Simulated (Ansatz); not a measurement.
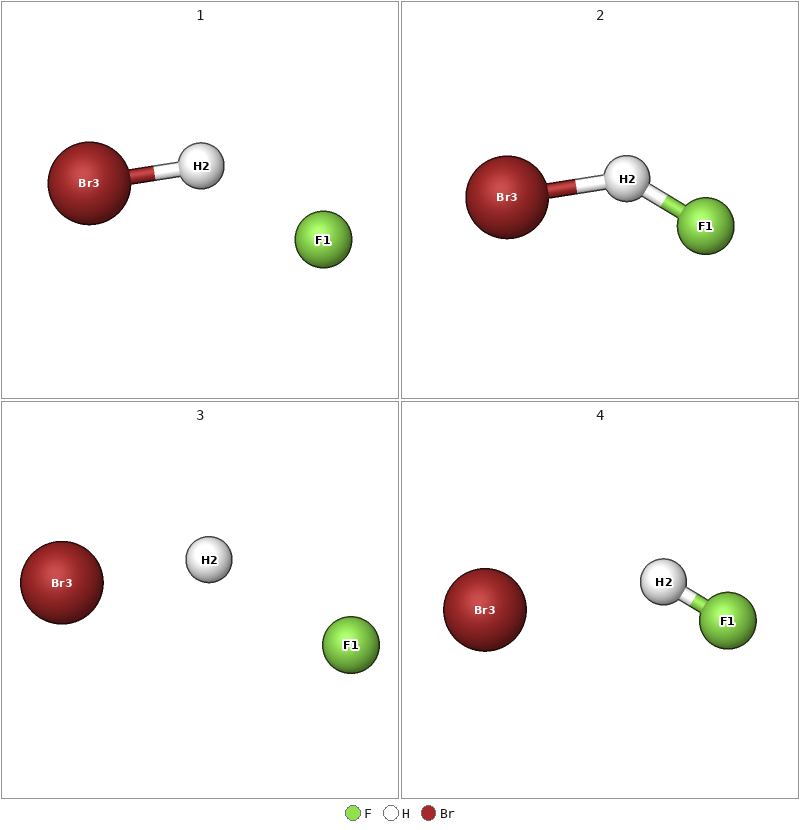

The system F⁻ + HBr. 
- The first coordinate is: distance F1–H2; the second: distance H2–Br3.
- Nothing is relaxed (the angle F1–H2–Br3 is fixed at 140 degrees).
- Grid: 17 × 17 points.
- Points are written as (first, second).
- All energies are given in kcal/mol relative to the lowest grid point.
- The reference is spin-restricted, so regions where a bond is pulled apart into radicals lie too high.
- All numbers below come from RKS PBE0-D4/def2-SVPD (Ansatz 0.2.0).

The numbered pictures are structures from this grid.

**Which is the most stable, and how do the others follow?**

4, at (0.955 Å, 2.294 Å): 0 kcal/mol; 2, at (1.169 Å, 1.538 Å): 21 kcal/mol; 1, at (1.814 Å, 1.435 Å): 38 kcal/mol; 3, at (2.104 Å, 1.891 Å): 65 kcal/mol.

The map, with the structures marked:

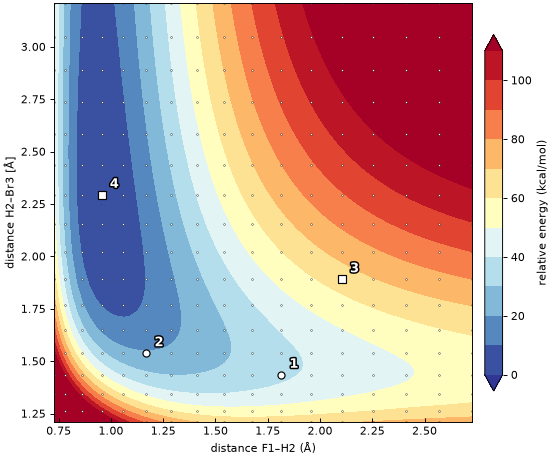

In the figure: filled contours, dots at the grid points, one colour for all values above the top of the scale. Between grid points the surface is interpolated.
